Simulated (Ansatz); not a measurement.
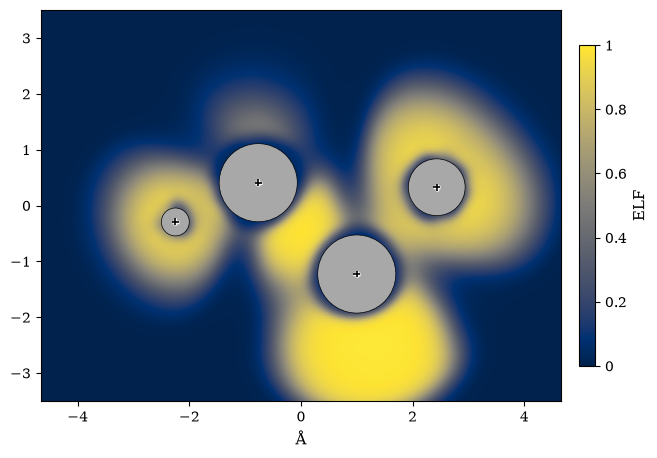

The electron localisation function on a plane through atoms (crosses mark nuclei in the plane; grey discs cover the cores).

Computed with Ansatz 0.2.0, isolated molecule in a Gaussian basis; Kohn-Sham density functional theory, functional PBE0.

Candidates:
A. C$_{2}$F$_{2}$O (SMILES [O]/C(F)=[C+]/F) (charge +1, doublet)
B. ClFH$_{2}$Si$_{2}$ (SMILES F[SiH2][Si]Cl)
C. CH$_{2}$BrGe (SMILES [CH2]=[Ge][Br]) (doublet)

**Which system is this?**

Candidate B: ClFH$_{2}$Si$_{2}$ on the plane of atoms Cl1, Si4 and Si3, which holds Cl, F and Si. Si–F (1.64 Å): the ELF peaks at about 0.85 in the valence shell of F, 0.6 Å from its nucleus, and is about 0.55 at the midpoint. Si–Cl (2.11 Å): the ELF peaks at about 0.85 between the atoms (a shared but strongly polarised pair).
